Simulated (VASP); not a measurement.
Band structure of Te (trig). All values below come from vdW-DF-cx, VASP's PBE PAW potentials (set 64) (plane waves; VASP 6.6.1).

Unless said otherwise, spin-orbit coupling is left out, though it shifts the bands of the heavy elements here.

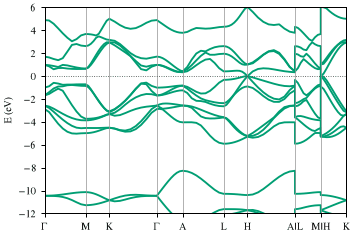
Bands along high-symmetry lines, zero at the valence-band maximum or, without a gap, the Fermi level

### Question
Read the plot: is there a gap, and where are the band edges?

### Answer
It has no gap at this level: it comes out as a metal or semimetal. (Edges off the drawn lines would not show.)

The compound is Te in the trig structure. It was relaxed first.
